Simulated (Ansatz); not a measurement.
# Al2B (quartet): PBE, BLYP, r2SCAN, B97M-V, PBE0, B3LYP over vertical spin and charge gaps, def2-QZVPP, part 2 of 2

Ansatz 0.2.0, Gaussian basis; def2-QZVPP, all electrons in the functionals. Earlier steps stand in the parts before.

## Step 18: B97M-V, charge 0, doublet

The input, in.yaml:

```yaml
crystal:
  periodic: [false, false, false]
  atoms:
    - {symbol: Al, position_ang: [0.000000, -0.244231, 1.475660]}
    - {symbol: B, position_ang: [0.000000, 1.219080, 0.000000]}
    - {symbol: Al, position_ang: [0.000000, -0.244231, -1.475660]}
basis:
  gaussian: {orbitals: "def2-QZVPP.json"}
magnetization: {spin_polarized: true, initial_magnetization: 1}
hamiltonian: {xc: {name: B97M-V}}
```

On the command line:

```bash
$ ansatz run in.yaml --threads 1 --pin off --events-out ev --progress --plain --max-ram 2393MiB
```

Standard output, cut to the lines that bear on the results:

```text
Functional definition: B97M-V
  name "B97M-V"
  cite "Mardirossian & Head-Gordon, J. Chem. Phys. 142, 074111 (2015) doi:10.1063/1.4907719"
  cite "Becke, J. Chem. Phys. 107, 8554 (1997) doi:10.1063/1.475007"
  cite "Vydrov & Van Voorhis, J. Chem. Phys. 133, 244103 (2010) doi:10.1063/1.3521275"
  # Of w^i u^j: cxij and so on, Table III.
[...]
  gx(w, u) = cx00 + cx01*u + cx02*u^2 + (cx10 + cx11*u)*w
[...]
  gos(w, u) = cos00 + cos01*u + cos03*u^3 + cos10*w + cos32*w^3*u^2
[...]
      + integral(e_c_pw_mod_opposite_spin*gos(b97_w_opposite, b97_u_opposite)) + vv10(b, c)
885 factors; their error is unknown
[...]
mean field -13863.43392244 eV, -509.4717996767 hartree, gradient 3.5e-6 eV, S^2 1.587409; 28 other end points of the search recorded, 0 dependent functions left out
reference -13863.43398003 eV, -509.4718017932 hartree; 16, 15 occupied and 181, 182 virtual orbitals, 885 factors
Total energy: -13863.43398003 eV, -509.4718017932 hartree
```

Run time: 6.6 min. Hardware: 1 thread of Arm Neoverse V1, shared host; peak memory 0.7 GiB.

From the report: ⟨S²⟩ of the determinant 1.587 (pure doublet: 0.75). The determinant of B97M-V (⟨S²⟩ 1.59) is far from a pure spin state, so its energy mixes those of several spin states; that is harmless only where they are near-degenerate.

From charge 0, quartet: +0.187 eV.

## Step 19: B97M-V, charge 0, sextet

in.yaml, as its differences from that of step 18:

```diff
@@ -8,3 +8,3 @@
   gaussian: {orbitals: "def2-QZVPP.json"}
-magnetization: {spin_polarized: true, initial_magnetization: 1}
+magnetization: {spin_polarized: true, initial_magnetization: 5}
 hamiltonian: {xc: {name: B97M-V}}
```

Same command.

Standard output, cut to the lines that bear on the results:

```text
Functional definition: B97M-V
  name "B97M-V"
  cite "Mardirossian & Head-Gordon, J. Chem. Phys. 142, 074111 (2015) doi:10.1063/1.4907719"
  cite "Becke, J. Chem. Phys. 107, 8554 (1997) doi:10.1063/1.475007"
  cite "Vydrov & Van Voorhis, J. Chem. Phys. 133, 244103 (2010) doi:10.1063/1.3521275"
  # Of w^i u^j: cxij and so on, Table III.
[...]
  gx(w, u) = cx00 + cx01*u + cx02*u^2 + (cx10 + cx11*u)*w
[...]
  gos(w, u) = cos00 + cos01*u + cos03*u^3 + cos10*w + cos32*w^3*u^2
[...]
      + integral(e_c_pw_mod_opposite_spin*gos(b97_w_opposite, b97_u_opposite)) + vv10(b, c)
885 factors; their error is unknown
[...]
mean field -13861.24087685 eV, -509.3912067377 hartree, gradient 3.0e-5 eV, S^2 8.758222; 7 other end points of the search recorded, 0 dependent functions left out
reference -13861.24094024 eV, -509.3912090672 hartree; 18, 13 occupied and 179, 184 virtual orbitals, 885 factors
Total energy: -13861.24094024 eV, -509.3912090672 hartree
```

It took 83 s on 1 thread of Arm Neoverse V1, shared host; peak memory 0.62 GiB.

From the report: ⟨S²⟩ of the determinant 8.758 (pure sextet: 8.75).

From charge 0, quartet: +2.380 eV.

## Step 20: B97M-V, charge 1, triplet

in.yaml, as its differences from that of step 19:

```diff
@@ -8,3 +8,4 @@
   gaussian: {orbitals: "def2-QZVPP.json"}
-magnetization: {spin_polarized: true, initial_magnetization: 5}
+total_charge: 1
+magnetization: {spin_polarized: true, initial_magnetization: 2}
 hamiltonian: {xc: {name: B97M-V}}
```

The command is unchanged.

Standard output, cut to the lines that bear on the results:

```text
Functional definition: B97M-V
  name "B97M-V"
  cite "Mardirossian & Head-Gordon, J. Chem. Phys. 142, 074111 (2015) doi:10.1063/1.4907719"
  cite "Becke, J. Chem. Phys. 107, 8554 (1997) doi:10.1063/1.475007"
  cite "Vydrov & Van Voorhis, J. Chem. Phys. 133, 244103 (2010) doi:10.1063/1.3521275"
  # Of w^i u^j: cxij and so on, Table III.
[...]
  gx(w, u) = cx00 + cx01*u + cx02*u^2 + (cx10 + cx11*u)*w
[...]
  gos(w, u) = cos00 + cos01*u + cos03*u^3 + cos10*w + cos32*w^3*u^2
[...]
      + integral(e_c_pw_mod_opposite_spin*gos(b97_w_opposite, b97_u_opposite)) + vv10(b, c)
885 factors; their error is unknown
[...]
mean field -13856.50641992 eV, -509.2172186547 hartree, gradient 5.5e-6 eV, S^2 2.048613; 12 other end points of the search recorded, 0 dependent functions left out
reference -13856.50648581 eV, -509.2172210761 hartree; 16, 14 occupied and 181, 183 virtual orbitals, 885 factors
Total energy: -13856.50648581 eV, -509.2172210761 hartree
```

Run time: 2.1 min. Hardware: 1 thread of Arm Neoverse V1, shared host; peak memory 0.6 GiB.

From the report: ⟨S²⟩ of the determinant 2.049 (pure triplet: 2.00).

From charge 0, quartet: +7.115 eV.

## Step 21: B97M-V, charge 1, quintet

in.yaml, as its differences from that of step 20:

```diff
@@ -9,3 +9,3 @@
 total_charge: 1
-magnetization: {spin_polarized: true, initial_magnetization: 2}
+magnetization: {spin_polarized: true, initial_magnetization: 4}
 hamiltonian: {xc: {name: B97M-V}}
```

Same command.

Standard output, cut to the lines that bear on the results:

```text
Functional definition: B97M-V
  name "B97M-V"
  cite "Mardirossian & Head-Gordon, J. Chem. Phys. 142, 074111 (2015) doi:10.1063/1.4907719"
  cite "Becke, J. Chem. Phys. 107, 8554 (1997) doi:10.1063/1.475007"
  cite "Vydrov & Van Voorhis, J. Chem. Phys. 133, 244103 (2010) doi:10.1063/1.3521275"
  # Of w^i u^j: cxij and so on, Table III.
[...]
  gx(w, u) = cx00 + cx01*u + cx02*u^2 + (cx10 + cx11*u)*w
[...]
  gos(w, u) = cos00 + cos01*u + cos03*u^3 + cos10*w + cos32*w^3*u^2
[...]
      + integral(e_c_pw_mod_opposite_spin*gos(b97_w_opposite, b97_u_opposite)) + vv10(b, c)
885 factors; their error is unknown
[...]
mean field -13855.50812144 eV, -509.1805318622 hartree, gradient 6.8e-6 eV, S^2 6.012129; 0 other end points of the search recorded, 0 dependent functions left out
reference -13855.50819187 eV, -509.1805344504 hartree; 17, 13 occupied and 180, 184 virtual orbitals, 885 factors
Total energy: -13855.50819187 eV, -509.1805344504 hartree
```

Run time: 25 s. Hardware: 1 thread of Arm Neoverse V1, shared host; peak memory 0.39 GiB.

From the report: ⟨S²⟩ of the determinant 6.012 (pure quintet: 6.00).

From charge 0, quartet: +8.113 eV.

## Step 22: PBE0, charge 0, quartet

in.yaml, as its differences from that of step 21:

```diff
@@ -8,4 +8,4 @@
   gaussian: {orbitals: "def2-QZVPP.json"}
-total_charge: 1
-magnetization: {spin_polarized: true, initial_magnetization: 4}
-hamiltonian: {xc: {name: B97M-V}}
+magnetization: {spin_polarized: true, initial_magnetization: 3}
+hamiltonian: {xc: {name: PBE0}}
+output: {orbitals: {seedname: orbitals}}
```

Same command.

Standard output, cut to the lines that bear on the results:

```text
Functional definition: PBE0
  name "PBE0"
  cite "Adamo & Barone, J. Chem. Phys. 110, 6158 (1999) doi:10.1063/1.478522"
  cite "Perdew, Burke & Ernzerhof, Phys. Rev. Lett. 77, 3865 (1996) doi:10.1103/PhysRevLett.77.3865"
  parent pbe
[...]
995 factors; their error is unknown
[...]
mean field -13859.39190253 eV, -509.3232581848 hartree, gradient 4.1e-5 eV, S^2 3.789277; 2 other end points of the search recorded, 0 dependent functions left out
reference -13859.39193455 eV, -509.3232593615 hartree; 17, 14 occupied and 180, 183 virtual orbitals, 995 factors
Total energy: -13859.39193455 eV, -509.3232593615 hartree
```

It took 11 s on 1 thread of Arm Neoverse V1, shared host; peak memory 0.45 GiB.

From the report: ⟨S²⟩ of the determinant 3.789 (pure quartet: 3.75).

## Step 23: PBE0, charge 0, doublet

in.yaml, as its differences from that of step 22:

```diff
@@ -8,3 +8,3 @@
   gaussian: {orbitals: "def2-QZVPP.json"}
-magnetization: {spin_polarized: true, initial_magnetization: 3}
+magnetization: {spin_polarized: true, initial_magnetization: 1}
 hamiltonian: {xc: {name: PBE0}}
```

Launched as before.

Standard output, cut to the lines that bear on the results:

```text
Functional definition: PBE0
  name "PBE0"
  cite "Adamo & Barone, J. Chem. Phys. 110, 6158 (1999) doi:10.1063/1.478522"
  cite "Perdew, Burke & Ernzerhof, Phys. Rev. Lett. 77, 3865 (1996) doi:10.1103/PhysRevLett.77.3865"
  parent pbe
[...]
995 factors; their error is unknown
[...]
mean field -13859.26251102 eV, -509.3185031346 hartree, gradient 1.3e-6 eV, S^2 1.720895; 16 other end points of the search recorded, 0 dependent functions left out
reference -13859.26254146 eV, -509.3185042530 hartree; 16, 15 occupied and 181, 182 virtual orbitals, 995 factors
Total energy: -13859.26254146 eV, -509.3185042530 hartree
```

Wall time 2 min (1 thread of Arm Neoverse V1, shared host); peak memory 0.65 GiB.

From the report: ⟨S²⟩ of the determinant 1.721 (pure doublet: 0.75). The determinant of PBE0 (⟨S²⟩ 1.72) is far from a pure spin state, so its energy mixes those of several spin states; that is harmless only where they are near-degenerate.

From charge 0, quartet: +0.129 eV.

## Step 24: PBE0, charge 0, sextet

in.yaml, as its differences from that of step 23:

```diff
@@ -8,3 +8,3 @@
   gaussian: {orbitals: "def2-QZVPP.json"}
-magnetization: {spin_polarized: true, initial_magnetization: 1}
+magnetization: {spin_polarized: true, initial_magnetization: 5}
 hamiltonian: {xc: {name: PBE0}}
```

The command is unchanged.

Standard output, cut to the lines that bear on the results:

```text
Functional definition: PBE0
  name "PBE0"
  cite "Adamo & Barone, J. Chem. Phys. 110, 6158 (1999) doi:10.1063/1.478522"
  cite "Perdew, Burke & Ernzerhof, Phys. Rev. Lett. 77, 3865 (1996) doi:10.1103/PhysRevLett.77.3865"
  parent pbe
[...]
995 factors; their error is unknown
[...]
mean field -13857.12479213 eV, -509.2399434141 hartree, gradient 2.6e-5 eV, S^2 8.758899; 2 other end points of the search recorded, 0 dependent functions left out
reference -13857.12482701 eV, -509.2399446960 hartree; 18, 13 occupied and 179, 184 virtual orbitals, 995 factors
Total energy: -13857.12482701 eV, -509.2399446960 hartree
```

Wall time 12 s (1 thread of Arm Neoverse V1, shared host); peak memory 0.45 GiB.

From the report: ⟨S²⟩ of the determinant 8.759 (pure sextet: 8.75).

From charge 0, quartet: +2.267 eV.

## Step 25: PBE0, charge 1, triplet

in.yaml, as its differences from that of step 24:

```diff
@@ -8,3 +8,4 @@
   gaussian: {orbitals: "def2-QZVPP.json"}
-magnetization: {spin_polarized: true, initial_magnetization: 5}
+total_charge: 1
+magnetization: {spin_polarized: true, initial_magnetization: 2}
 hamiltonian: {xc: {name: PBE0}}
```

Launched as before.

Standard output, cut to the lines that bear on the results:

```text
Functional definition: PBE0
  name "PBE0"
  cite "Adamo & Barone, J. Chem. Phys. 110, 6158 (1999) doi:10.1063/1.478522"
  cite "Perdew, Burke & Ernzerhof, Phys. Rev. Lett. 77, 3865 (1996) doi:10.1103/PhysRevLett.77.3865"
  parent pbe
[...]
995 factors; their error is unknown
[...]
mean field -13852.17949272 eV, -509.0582070128 hartree, gradient 5.0e-6 eV, S^2 2.058664; 3 other end points of the search recorded, 0 dependent functions left out
reference -13852.17952619 eV, -509.0582082431 hartree; 16, 14 occupied and 181, 183 virtual orbitals, 995 factors
Total energy: -13852.17952619 eV, -509.0582082431 hartree
```

Wall time 25 s (1 thread of Arm Neoverse V1, shared host); peak memory 0.6 GiB.

From the report: ⟨S²⟩ of the determinant 2.059 (pure triplet: 2.00).

From charge 0, quartet: +7.212 eV.

## Step 26: PBE0, charge 1, quintet

in.yaml, as its differences from that of step 25:

```diff
@@ -9,3 +9,3 @@
 total_charge: 1
-magnetization: {spin_polarized: true, initial_magnetization: 2}
+magnetization: {spin_polarized: true, initial_magnetization: 4}
 hamiltonian: {xc: {name: PBE0}}
```

Launched as before.

Standard output, cut to the lines that bear on the results:

```text
Functional definition: PBE0
  name "PBE0"
  cite "Adamo & Barone, J. Chem. Phys. 110, 6158 (1999) doi:10.1063/1.478522"
  cite "Perdew, Burke & Ernzerhof, Phys. Rev. Lett. 77, 3865 (1996) doi:10.1103/PhysRevLett.77.3865"
  parent pbe
[...]
995 factors; their error is unknown
[...]
mean field -13851.23157747 eV, -509.0233717701 hartree, gradient 4.6e-5 eV, S^2 6.017007; 0 other end points of the search recorded, 0 dependent functions left out
reference -13851.23161448 eV, -509.0233731301 hartree; 17, 13 occupied and 180, 184 virtual orbitals, 995 factors
Total energy: -13851.23161448 eV, -509.0233731301 hartree
```

Wall time 8.5 s (1 thread of Arm Neoverse V1, shared host); peak memory 0.44 GiB.

From the report: ⟨S²⟩ of the determinant 6.017 (pure quintet: 6.00).

From charge 0, quartet: +8.160 eV.

## Step 27: B3LYP, charge 0, quartet

in.yaml, as its differences from that of step 26:

```diff
@@ -8,5 +8,3 @@
   gaussian: {orbitals: "def2-QZVPP.json"}
-total_charge: 1
-magnetization: {spin_polarized: true, initial_magnetization: 4}
-hamiltonian: {xc: {name: PBE0}}
-output: {orbitals: {seedname: orbitals}}
+magnetization: {spin_polarized: true, initial_magnetization: 3}
+hamiltonian: {xc: {name: B3LYP}}
```

The command is unchanged.

Standard output, cut to the lines that bear on the results:

```text
Functional definition: B3LYP
  name "B3LYP"
  cite "Stephens, Devlin, Chabalowski & Frisch, J. Phys. Chem. 98, 11623 (1994) doi:10.1021/j100096a001"
  cite "Becke, Phys. Rev. A 38, 3098 (1988) doi:10.1103/PhysRevA.38.3098"
  cite "Lee, Yang & Parr, Phys. Rev. B 37, 785 (1988) doi:10.1103/PhysRevB.37.785"
  cite "Vosko, Wilk & Nusair, Can. J. Phys. 58, 1200 (1980) doi:10.1139/p80-159"
[...]
957 factors; their error is unknown
[...]
mean field -13867.67969408 eV, -509.6278289066 hartree, gradient 4.6e-5 eV, S^2 3.772562; 2 other end points of the search recorded, 0 dependent functions left out
reference -13867.67989468 eV, -509.6278362786 hartree; 17, 14 occupied and 180, 183 virtual orbitals, 957 factors
Total energy: -13867.67989468 eV, -509.6278362786 hartree
```

Wall time 12 s (1 thread of Arm Neoverse V1, shared host); peak memory 0.44 GiB.

From the report: ⟨S²⟩ of the determinant 3.773 (pure quartet: 3.75).

## Step 28: B3LYP, charge 0, doublet

in.yaml, as its differences from that of step 27:

```diff
@@ -8,3 +8,3 @@
   gaussian: {orbitals: "def2-QZVPP.json"}
-magnetization: {spin_polarized: true, initial_magnetization: 3}
+magnetization: {spin_polarized: true, initial_magnetization: 1}
 hamiltonian: {xc: {name: B3LYP}}
```

Launched as before.

Standard output, cut to the lines that bear on the results:

```text
Functional definition: B3LYP
  name "B3LYP"
  cite "Stephens, Devlin, Chabalowski & Frisch, J. Phys. Chem. 98, 11623 (1994) doi:10.1021/j100096a001"
  cite "Becke, Phys. Rev. A 38, 3098 (1988) doi:10.1103/PhysRevA.38.3098"
  cite "Lee, Yang & Parr, Phys. Rev. B 37, 785 (1988) doi:10.1103/PhysRevB.37.785"
  cite "Vosko, Wilk & Nusair, Can. J. Phys. 58, 1200 (1980) doi:10.1139/p80-159"
[...]
957 factors; their error is unknown
[...]
mean field -13867.56292886 eV, -509.6235378639 hartree, gradient 9.0e-7 eV, S^2 1.682778; 23 other end points of the search recorded, 0 dependent functions left out
reference -13867.56312950 eV, -509.6235452372 hartree; 16, 15 occupied and 181, 182 virtual orbitals, 957 factors
Total energy: -13867.56312950 eV, -509.6235452372 hartree
```

Run time: 3.4 min. Hardware: 1 thread of Arm Neoverse V1, shared host; peak memory 0.72 GiB.

From the report: ⟨S²⟩ of the determinant 1.683 (pure doublet: 0.75). The determinant of B3LYP (⟨S²⟩ 1.68) is far from a pure spin state, so its energy mixes those of several spin states; that is harmless only where they are near-degenerate.

From charge 0, quartet: +0.117 eV.

## Step 29: B3LYP, charge 0, sextet

in.yaml, as its differences from that of step 28:

```diff
@@ -8,3 +8,3 @@
   gaussian: {orbitals: "def2-QZVPP.json"}
-magnetization: {spin_polarized: true, initial_magnetization: 1}
+magnetization: {spin_polarized: true, initial_magnetization: 5}
 hamiltonian: {xc: {name: B3LYP}}
```

Same command.

Standard output, cut to the lines that bear on the results:

```text
Functional definition: B3LYP
  name "B3LYP"
  cite "Stephens, Devlin, Chabalowski & Frisch, J. Phys. Chem. 98, 11623 (1994) doi:10.1021/j100096a001"
  cite "Becke, Phys. Rev. A 38, 3098 (1988) doi:10.1103/PhysRevA.38.3098"
  cite "Lee, Yang & Parr, Phys. Rev. B 37, 785 (1988) doi:10.1103/PhysRevB.37.785"
  cite "Vosko, Wilk & Nusair, Can. J. Phys. 58, 1200 (1980) doi:10.1139/p80-159"
[...]
957 factors; their error is unknown
[...]
mean field -13865.08669730 eV, -509.5325380323 hartree, gradient 9.3e-6 eV, S^2 8.757288; 2 other end points of the search recorded, 0 dependent functions left out
reference -13865.08690050 eV, -509.5325454999 hartree; 18, 13 occupied and 179, 184 virtual orbitals, 957 factors
Total energy: -13865.08690050 eV, -509.5325454999 hartree
```

Wall time 13 s (1 thread of Arm Neoverse V1, shared host); peak memory 0.44 GiB.

From the report: ⟨S²⟩ of the determinant 8.757 (pure sextet: 8.75).

From charge 0, quartet: +2.593 eV.

## Step 30: B3LYP, charge 1, triplet

in.yaml, as its differences from that of step 29:

```diff
@@ -8,3 +8,4 @@
   gaussian: {orbitals: "def2-QZVPP.json"}
-magnetization: {spin_polarized: true, initial_magnetization: 5}
+total_charge: 1
+magnetization: {spin_polarized: true, initial_magnetization: 2}
 hamiltonian: {xc: {name: B3LYP}}
```

Launched as before.

Standard output, cut to the lines that bear on the results:

```text
Functional definition: B3LYP
  name "B3LYP"
  cite "Stephens, Devlin, Chabalowski & Frisch, J. Phys. Chem. 98, 11623 (1994) doi:10.1021/j100096a001"
  cite "Becke, Phys. Rev. A 38, 3098 (1988) doi:10.1103/PhysRevA.38.3098"
  cite "Lee, Yang & Parr, Phys. Rev. B 37, 785 (1988) doi:10.1103/PhysRevB.37.785"
  cite "Vosko, Wilk & Nusair, Can. J. Phys. 58, 1200 (1980) doi:10.1139/p80-159"
[...]
957 factors; their error is unknown
[...]
mean field -13860.55682937 eV, -509.3660684564 hartree, gradient 3.6e-6 eV, S^2 2.033269; 6 other end points of the search recorded, 0 dependent functions left out
reference -13860.55704597 eV, -509.3660764162 hartree; 16, 14 occupied and 181, 183 virtual orbitals, 957 factors
Total energy: -13860.55704597 eV, -509.3660764162 hartree
```

It took 46 s on 1 thread of Arm Neoverse V1, shared host; peak memory 0.59 GiB.

From the report: ⟨S²⟩ of the determinant 2.033 (pure triplet: 2.00).

From charge 0, quartet: +7.123 eV.

## Step 31: B3LYP, charge 1, quintet

in.yaml, as its differences from that of step 30:

```diff
@@ -9,3 +9,3 @@
 total_charge: 1
-magnetization: {spin_polarized: true, initial_magnetization: 2}
+magnetization: {spin_polarized: true, initial_magnetization: 4}
 hamiltonian: {xc: {name: B3LYP}}
```

The command is unchanged.

Standard output, cut to the lines that bear on the results:

```text
Functional definition: B3LYP
  name "B3LYP"
  cite "Stephens, Devlin, Chabalowski & Frisch, J. Phys. Chem. 98, 11623 (1994) doi:10.1021/j100096a001"
  cite "Becke, Phys. Rev. A 38, 3098 (1988) doi:10.1103/PhysRevA.38.3098"
  cite "Lee, Yang & Parr, Phys. Rev. B 37, 785 (1988) doi:10.1103/PhysRevB.37.785"
  cite "Vosko, Wilk & Nusair, Can. J. Phys. 58, 1200 (1980) doi:10.1139/p80-159"
[...]
957 factors; their error is unknown
[...]
mean field -13859.36365215 eV, -509.3222200023 hartree, gradient 3.5e-5 eV, S^2 6.012270; 0 other end points of the search recorded, 0 dependent functions left out
reference -13859.36387421 eV, -509.3222281631 hartree; 17, 13 occupied and 180, 184 virtual orbitals, 957 factors
Total energy: -13859.36387421 eV, -509.3222281631 hartree
```

It took 9.5 s on 1 thread of Arm Neoverse V1, shared host; peak memory 0.43 GiB.

From the report: ⟨S²⟩ of the determinant 6.012 (pure quintet: 6.00).

From charge 0, quartet: +8.316 eV.

## Step 32: The comparison

No level is safe as a reference over these points; UCCSD(T) serves as a yardstick only. It and the other wave-function rows come from earlier runs at the same points. Energies in eV, counted from charge 0, quartet; blanks weren't run or aren't comparable.

| level | quartet to doublet | quartet to sextet | ionisation to the triplet cation | ionisation to the quintet cation |
| --- | --- | --- | --- | --- |
| UCCSD(T) |  | 2.423 |  | 8.331 |
| PBE | 0.070 | 2.370 | 7.064 | 8.245 |
| BLYP | 0.031 | 2.681 | 6.844 | 8.226 |
| r2SCAN | 0.060 | 2.095 | 7.174 | 8.041 |
| B97M-V | 0.187 | 2.380 | 7.115 | 8.113 |
| PBE0 | 0.129 | 2.267 | 7.212 | 8.160 |
| B3LYP | 0.117 | 2.593 | 7.123 | 8.316 |
| ROHF | 1.280 | 1.468 | 7.010 | 6.943 |
| UHF |  | 1.509 | 6.521 | 6.845 |
| UMP2 |  | 2.175 |  | 8.030 |

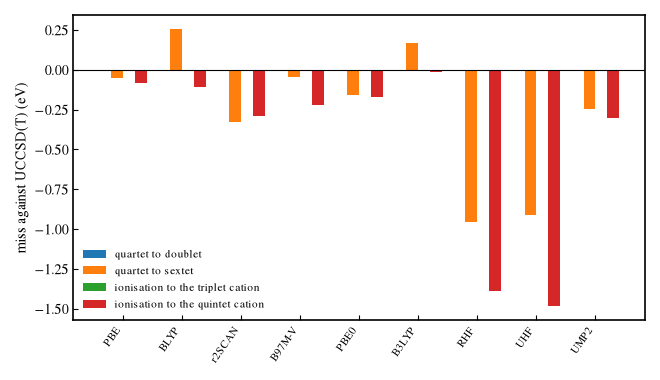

Misses of the gaps against UCCSD(T).

Largest miss and mean time a point (UCCSD(T) took 58 s a point; shared hosts):

```
 level  largest miss (eV)                             where  time a point
   PBE             -0.086  ionisation to the quintet cation          32 s
  BLYP             +0.257                 quartet to sextet          36 s
r2SCAN             -0.329                 quartet to sextet          89 s
B97M-V             -0.218  ionisation to the quintet cation       2.2 min
  PBE0             -0.170  ionisation to the quintet cation          35 s
 B3LYP             +0.170                 quartet to sextet          57 s
   ROHF             -1.388  ionisation to the quintet cation              
   UHF             -1.485  ionisation to the quintet cation              
  UMP2             -0.300  ionisation to the quintet cation
```

## Step 33: Summary of results

This closing draws on all 2 parts.

| quantity | value |
| --- | --- |
| quartet to sextet, UCCSD(T) | 2.423 eV |
| ionisation to the quintet cation, UCCSD(T) | 8.331 eV |
| largest miss, PBE | -0.086 eV (ionisation to the quintet cation) |
| largest miss, BLYP | +0.257 eV (quartet to sextet) |
| largest miss, r2SCAN | -0.329 eV (quartet to sextet) |
| largest miss, B97M-V | -0.218 eV (ionisation to the quintet cation) |
| largest miss, PBE0 | -0.170 eV (ionisation to the quintet cation) |
| largest miss, B3LYP | +0.170 eV (quartet to sextet) |

Misses are known at 2 of 4 points at best, and only functionals with that many are ranked. Of the functionals, PBE keep the smallest largest miss at the points compared (at most 0.086 eV) and r2SCAN strays most (0.329 eV, at quartet to sextet). PBE, BLYP, r2SCAN, B97M-V, PBE0, B3LYP clearly break the spin symmetry at some points (⟨S²⟩ up to 0.97 above the pure value), so energy there is bought with a mixed spin. Functionals and the yardstick converge differently with the basis, so part of each miss in def2-QZVPP is the basis. The yardstick itself may be off where one determinant is a poor start.
